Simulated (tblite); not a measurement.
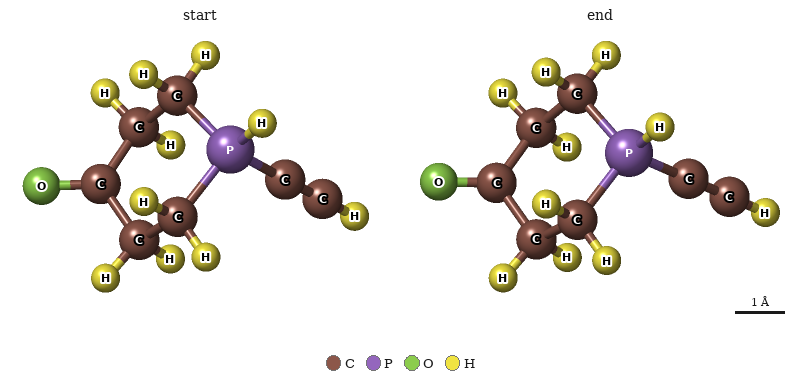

The structure of C7H10OP (charge +1) before (left) and after (right) a relaxation, at one scale.

Style: ball-and-stick. Shown from a free direction.

These are results of tblite, GFN2-xTB geometry optimisation, gas phase, not measurements. 

> Summarise the run.

Over 59 geometry steps the energy falls by 0.272 eV. The atom that moves furthest after the best rigid fit is an H atom (0.29 Å). By element the largest moves are H 0.29 Å, O 0.21 Å, C 0.17 Å, P 0.15 Å. Some distances before and after: C–P 1.799 → 1.740 Å, H–P 1.411 → 1.379 Å, C–O 1.225 → 1.194 Å, C–P 1.794 → 1.813 Å. Bond angles that change, for instance: C–P–C 104.3° → 110.4°, C–P–H 113.1° → 107.2°, P–C–C 114.3° → 108.7°.
